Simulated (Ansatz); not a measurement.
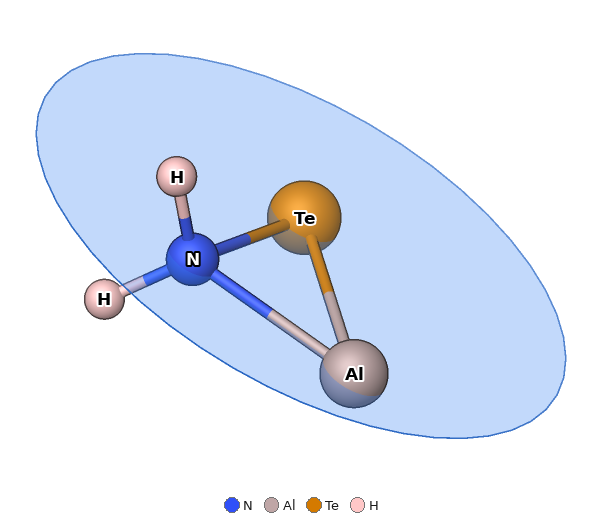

All proper rotation axes (lines) and mirror planes (discs) of the structure are drawn in. Atoms fade into the background with distance from the viewer. The computed structure is the end point of a PBE0-D4/def2-TZVP optimisation. No frequency run is at hand to confirm it as a minimum.

> Name the symmetry elements and the point group.

It has 1 mirror plane. Point group Cs. The group has 2 operations. The geometry is achiral, and symmetry allows a dipole moment.
